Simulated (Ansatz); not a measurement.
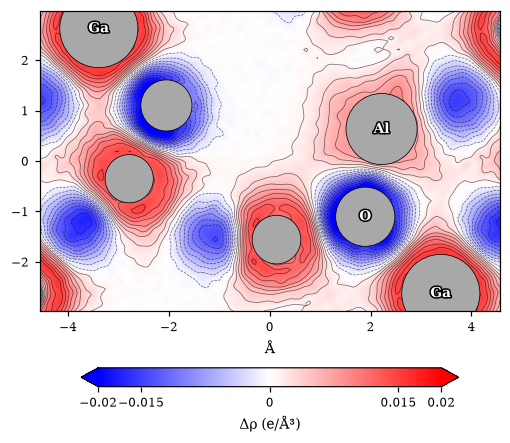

AlGa3O6. Difference of the valence pseudo-densities of two functionals at the same geometry, on the (111) plane of the calculation cell: one of PBE and r2SCAN less the other.

Space group P1; a structure generated by program, which may or may not match a known phase.

Both computed with Ansatz (plane waves, PAW), on the same k-point mesh. Grey discs cover the atomic cores.

```cif
data_structure
_symmetry_space_group_name_H-M 'P 1'
_symmetry_Int_Tables_number 1
_cell_length_a 3.0540
_cell_length_b 4.9554
_cell_length_c 8.0278
_cell_angle_alpha 78.851
_cell_angle_beta 86.820
_cell_angle_gamma 83.235
_cell_volume 118.30
loop_
_atom_site_label
_atom_site_type_symbol
_atom_site_fract_x
_atom_site_fract_y
_atom_site_fract_z
_atom_site_occupancy
Al1 Al 0.62272 0.33226 0.10044 1
Ga1 Ga 0.28587 0.96018 0.84214 1
Ga2 Ga 0.21192 0.80200 0.28300 1
Ga3 Ga 0.75208 0.48139 0.64536 1
O1 O 0.71610 0.69667 0.40879 1
O2 O 0.36929 0.67888 0.07923 1
O3 O 0.29046 0.27435 0.63417 1
O4 O 0.81782 0.76275 0.76277 1
O5 O 0.73365 0.17756 0.92017 1
O6 O 0.13147 0.19066 0.21224 1
```

Which was subtracted from which, and what does the map show?

It is PBE less r2SCAN. Against r2SCAN, PBE gives more density around Ga (+0.012 e/Å³ on average at 1.0 Å from the nucleus), less density around O (−0.013 e/Å³ on average at 0.7 Å from the nucleus) and a change of −0.005 e/Å³ at the midpoint of Al–O.
